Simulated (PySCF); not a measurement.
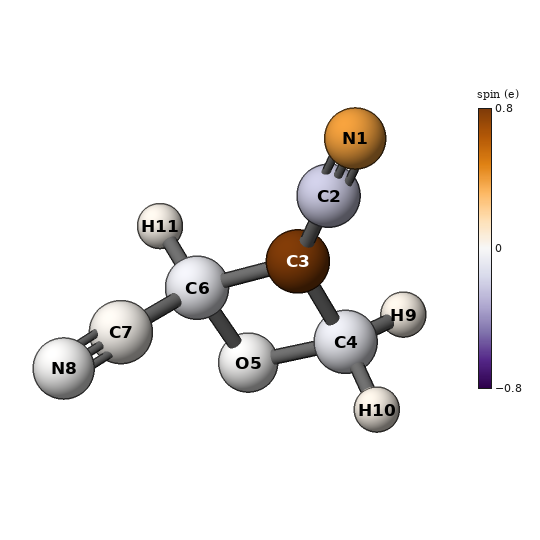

Atoms are coloured by their Mulliken spin populations. State: neutral, doublet. The geometry was computed by an optimisation with GFN2-xTB. No frequency run is at hand to confirm it as a minimum. Method: UKS B3LYP, pcH-1 on C H N O, non-relativistic (PySCF 2.14.0).

Which atom carries the largest spin population?

C3 (0.80 e).

Which atom has the lowest spin population?

C2 (−0.21 e); a negative value comes from spin polarisation.

Give the Mulliken spin populations atom by atom.

```csv
atom,value (e)
N1,0.40
C2,−0.21
C3,0.80
C4,−0.07
O5,0.00
C6,−0.06
C7,0.02
N8,0.00
H9,0.04
H10,0.04
H11,0.03
```

Mulliken values depend strongly on the basis set.
